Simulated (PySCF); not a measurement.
C3H6FGaO

```xyz
12

C    -0.9314    1.1699    0.3610
C    -0.4752   -0.0560    0.1497
C    -1.3104   -1.2139   -0.3065
O     0.8350   -0.3895    0.3520
Ga    2.4077    0.3157    0.1770
F     2.7090    1.8165   -0.6623
H    -0.2563    1.9563    0.6693
H    -1.9695    1.4156    0.2358
H    -1.2117   -2.0364    0.3999
H    -0.9531   -1.5613   -1.2757
H    -2.3535   -0.9266   -0.3881
H     3.5107   -0.4911    0.8060
```

Geometry: GFN2-xTB.

Theory: PySCF 2.14.0, CAM-B3LYP/def2-SVPD, SCF density, gas phase.

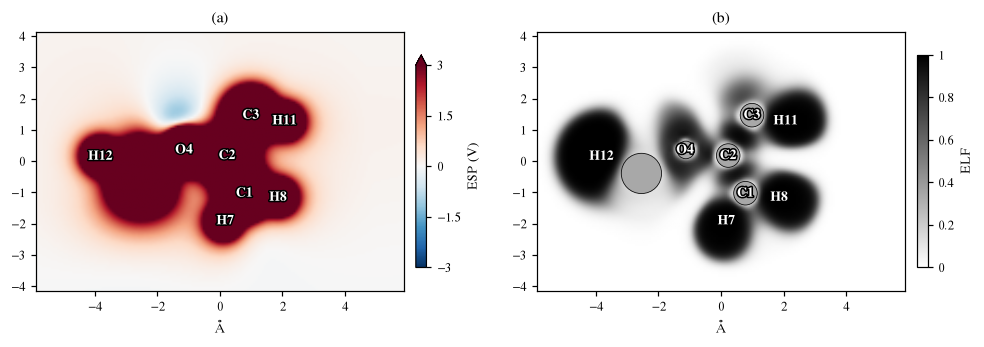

Figure 1. (a) electrostatic potential; (b) ELF on the plane of atoms C3, C2 and O4. Grey discs cover the atomic cores in the ELF map.

### Describe what can be read from this map.

The plane passes through C, O and H nuclei.
C–C (1.33 Å): the ELF peaks at about 0.95 between the atoms; a short, multiple covalent bond.
C–O (1.37 Å): the ELF peaks at about 0.90 between the atoms; a polar covalent bond.
C–H (1.07 Å): the ELF climbs to about 1 towards the hydrogen, as it does in any bond to H: a covalent bond by its length.
C–C (1.50 Å): the ELF peaks at about 0.95 between the atoms; localised, covalent bonding.
The ELF also peaks beside O4, away from the bonds: lone-pair regions.
Outside the dense part of the molecule the potential is most negative (−1.1 V) near O4.

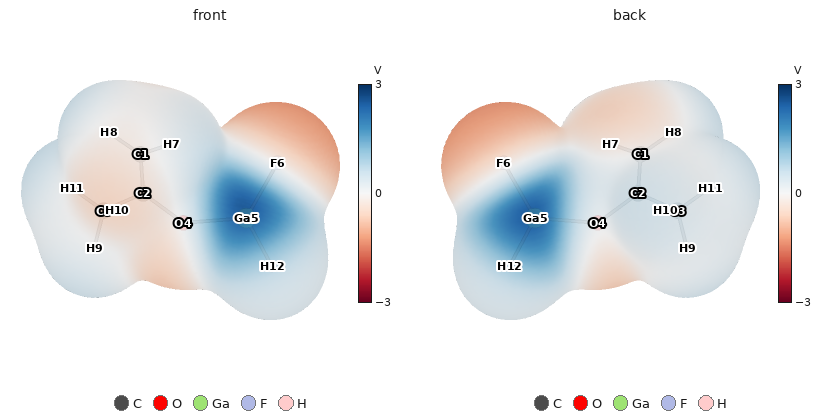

Figure 2. The molecular electrostatic potential painted on the density surface at 0.001 e/bohr³, seen from the front and from behind; red is negative and blue positive.

### Which sites attract a positive test charge, and which a negative one?

A positive charge is drawn to the negative regions and a negative charge to the positive ones. The most negative region (about −1.3 V) lies over F6, the most positive (about +2.4 V) over Ga5.

### What dipole moment does the calculation give?

Its dipole moment is 1.67 D.
